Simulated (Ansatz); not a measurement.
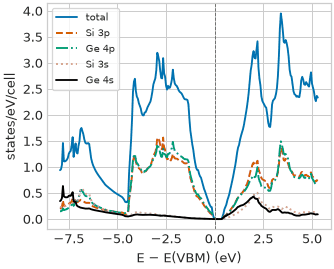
Figure: Total and projected density of states of SiGe in space group R-3m (No. 166; Si on 6c, Ge on 6c), DFT-PBEsol in the program Ansatz with PAW potentials

Task: Which orbitals carry the states next to the gap?

Result: Top 1 eV of the valence band: Ge 4p 51 %, Si 3p 45 %. Bottom 1 eV of the conduction band: Si 3p 30 %, Ge 4p 29 %, Ge 4s 18 %, Si 3s 9 %, outside the projected shells 13 %. Projections are on Löwdin-orthogonalised atomic valence shells; empty p or d shells of many metals are not among them.

Task: Where is the tallest occupied peak in this window, and what makes it?

Result: Near -2.9 eV, about 3.2 states/eV per cell; the largest projected share is Si 3p.

The start of the workflow was typed in or built on a structure type; neither database checked (COD, Materials Project) lists it. Its standing as an ambient phase is unchecked. The PBEsol relaxation kept the symmetry of its start; whether a distortion lowers the energy is not shown. Scalar-relativistic: spin–orbit coupling is off unless named, which matters more the heavier the elements.

Potentials: the earlier of the program's two PAW sets. The files were generated under PBE; for other functionals the program regenerates the frozen cores, and for LDA and PBEsol the local potential too.
